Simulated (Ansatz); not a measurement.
```yaml
atoms:
  - { symbol: B, position_ang: [-1.2985, 0.8282, -0.6820] }
  - { symbol: Si, position_ang: [0.5836, 0.4660, -0.2779] }
  - { symbol: C, position_ang: [1.2485, -0.1203, 1.3706] }
  - { symbol: N, position_ang: [-0.7699, -0.7006, -0.8186] }
  - { symbol: H, position_ang: [-1.5826, 1.3167, -1.7376] }
  - { symbol: H, position_ang: [-2.0270, 0.9653, 0.2610] }
  - { symbol: H, position_ang: [1.6383, 0.3314, -1.3228] }
  - { symbol: H, position_ang: [0.4384, -0.2066, 2.0985] }
  - { symbol: H, position_ang: [1.9600, 0.6119, 1.7623] }
  - { symbol: H, position_ang: [1.7654, -1.0796, 1.2938] }
  - { symbol: H, position_ang: [-0.7389, -1.0924, -1.7486] }
  - { symbol: H, position_ang: [-1.1401, -1.3751, -0.1644] }
```

Geometry: PBE0-D4/def2-TZVP.

The calculation used Ansatz, RKS PBE0-D4/def2-TZVPP.

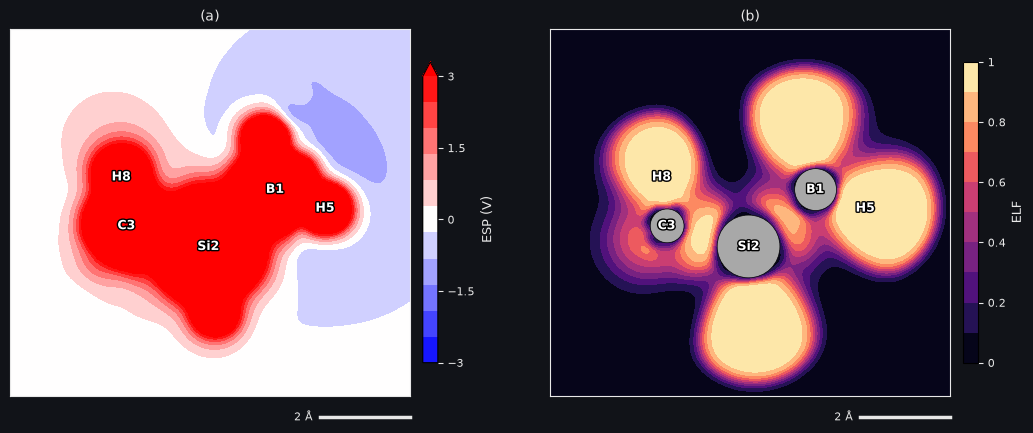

CH8BNSi. (a) electrostatic potential; (b) ELF on the plane of atoms B1, Si2 and C3. Grey discs cover the atomic cores in the ELF map.

Q: What do the fields say about this system?

A:
- Atoms in the plane: B, Si, C and H.
- C–Si (1.87 Å): the ELF peaks at about 0.95 between the atoms: a shared electron pair.
- Si–B (1.96 Å): the ELF peaks at about 0.85 between the atoms, as expected for a shared electron pair.
- C–H (1.09 Å): the ELF climbs to about 1 towards the hydrogen, as it does in any bond to H; a covalent bond by its length.
- B–H (1.20 Å): the ELF climbs to about 1 towards the hydrogen; an ordinary covalent bond to hydrogen.
- Outside the dense part of the molecule the potential is most negative (−1.2 V) near H5.
